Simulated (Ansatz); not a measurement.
The reference is ZnO in the wurtzite structure (space group P6_3mc, No. 186; a = 3.2352 Å, c = 5.2115 Å).

It is then changed as follows: cell and atoms relaxed at a pressure of 7.5 GPa.

Method: Kohn–Sham DFT with the r2SCAN functional, run in Ansatz (a quantum-chemistry and plane-wave program) with PAW and 500 eV plane waves, no spin-orbit coupling.

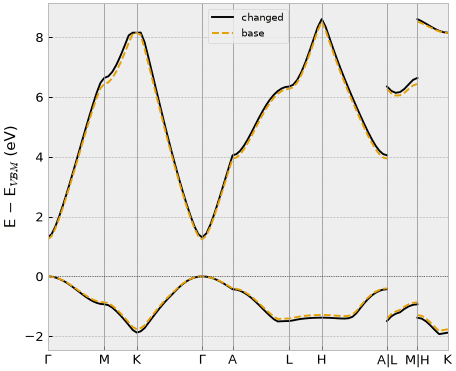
Fig. 1. Highest valence and lowest conduction band along the path, each from its own valence-band maximum

The gap is 1.31 eV, direct at Γ; the base has 1.24 eV.

Load acts through the strain it causes; cell and atoms are relaxed under it. No phonon test of stability was made. Tetrahedral semiconductors of this kind turn to denser phases somewhere between about 1 and 50 GPa; those were not computed, so compressed cells here can lie past the real transition.
